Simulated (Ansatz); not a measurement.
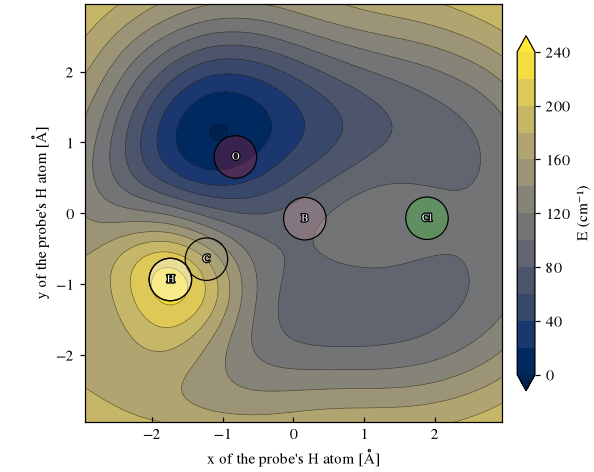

Energy landscape of CH₂BClO (SMILES ClB1CO1) with the probe H2. 
- The probe is moved over a plane parallel to the molecule's main plane, 3.01 Å above it.
- The first coordinate is: x of the probe's H atom; the second: y of the probe's H atom.
- Nothing is relaxed (molecule and probe rigid, the probe upright with H nearest the plane).
- The scan uses an 11 × 11 grid.
- Energies are in cm⁻¹, from the lowest grid point.
- All numbers below come from Ansatz 0.2.0, RKS BHLYP-D4/def2-SVPD.

The picture shows filled contours, labelled circles for the molecule's atoms, projected on the plane, one colour for all values above the top of the scale. Between grid points the surface is interpolated. 

Describe this landscape.

Answer. The lowest grid point is at x of the probe's H atom = −1.18 Å, y of the probe's H atom = 1.18 Å. There is a further well near x of the probe's H atom = 0.59 Å, y of the probe's H atom = −1.18 Å (88 cm⁻¹ above the lowest at that grid point). The highest grid point, x of the probe's H atom = −1.77 Å, y of the probe's H atom = −1.18 Å, lies 225 cm⁻¹ above the lowest. On the interpolated surface the easiest way out of the lowest well to the well at about x of the probe's H atom = 0.62 Å, y of the probe's H atom = −1.37 Å passes a barrier of about 99.1 cm⁻¹. Near the minimum the curvatures are about 0.013 and 0.019 eV/Å² along the soft and the stiff direction.

The values on the grid:

```
y of the probe's H atom ↓, x of the probe's H atom →  −2.95  −2.36  −1.77  −1.18  −0.59  0.00  0.59  1.18  1.77  2.36  2.95
                                                2.95    196    176    155    140    138   147   158   166   174   184   197
                                                2.36    175    141    105     81     81    97   114   127   137   149   168
                                                1.77    154    106     56     26     29    50    72    89   102   115   136
                                                1.18    136     82     29      0      9    34    56    75    87    97   114
                                                0.59    128     84     44     22     32    55    76    91    96    97   107
                                                0.00    139    127    116     92     79    87   102   111   107   102   108
                                               −0.59    160    185    205    169    118    98   102   106   101   100   109
                                               −1.18    166    193    225    192    126    93    88    89    91    98   114
                                               −1.77    165    177    190    162    120    99    95    96   101   113   132
                                               −2.36    177    170    165    149    134   130   131   131   135   145   163
                                               −2.95    199    187    179    170    166   168   171   172   175   181   192
```

The input of one point:

```yaml
crystal:
  periodic: [false, false, false]
  atoms:
    - { symbol: Cl, position_ang: [1.886799, -0.070266, 0.0] }
    - { symbol: B, position_ang: [0.161047, -0.076765, 0.0] }
    - { symbol: C, position_ang: [-1.228502, -0.648661, 0.0] }
    - { symbol: O, position_ang: [-0.819344, 0.795691, 0.0] }
    - { symbol: H, position_ang: [-1.737861, -0.935795, 0.913646] }
    - { symbol: H, position_ang: [-1.737861, -0.935795, -0.913646] }
    - { symbol: H, position_ang: [-1.18, 1.18, 3.01] }
    - { symbol: H, position_ang: [-1.18, 1.18, 3.762938] }
basis:
  gaussian: { orbitals: def2-SVPD }
hamiltonian:
  xc: { name: BHLYP }
  dispersion: d4
output:
  forces: true
```

Each point was launched as `ansatz run input.yaml --threads 1 --pin off --max-ram 2560MiB --backend cpu --events-out ev --progress --plain --runs-dir out`. Time for the 121 points that were run: 10 min on 1 thread of Arm Neoverse V2, on a shared host.
